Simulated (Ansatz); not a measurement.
Partial pair distribution functions of a relaxed model of amorphous Ni24Si24, broadened by 0.06 Å; density 5.82 g/cm³. Computed with PBE, scalar-relativistic without spin-orbit coupling (plane waves to 420 eV, PAW; Ansatz, an electronic-structure program).

Preparation: random packing, a CHGNet melt and quench, and a DFT relaxation. The hot cell started wider than the set density and was brought back towards it in steps. It is the lowest in DFT energy of 2 quenches. It is a model cell: composition and starting density were chosen by hand, and all elements were melted together. No dispersion term was used. Its density started from a set value of 5.61 and ended at 5.82 g/cm³. The simulated quench (nominally 200 K/ps over its main leg) is rapid and tends to freeze in more defects than a deposited or slowly cooled glass has. A cell of this size samples the disorder only roughly. Volume and shape were free in the relaxation. Stress components on the final sampling reach 0.9 GPa. On a 2×2×2 Γ-centred mesh force components of up to 0.24 eV/Å stay, since the relaxation ran on one k-point at (1/4, 1/4, 1/4).

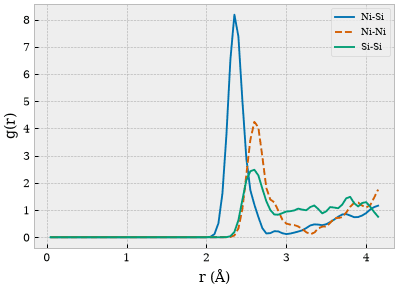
Figure: Partial pair distribution functions

Highest peaks under 4.5 Å: Ni-Si near 2.35 Å, Ni-Ni near 2.60 Å, Si-Si near 2.60 Å; pairs of few atoms are noisy.

Within 2.76 Å each Ni has 5.79 Si neighbours on average.
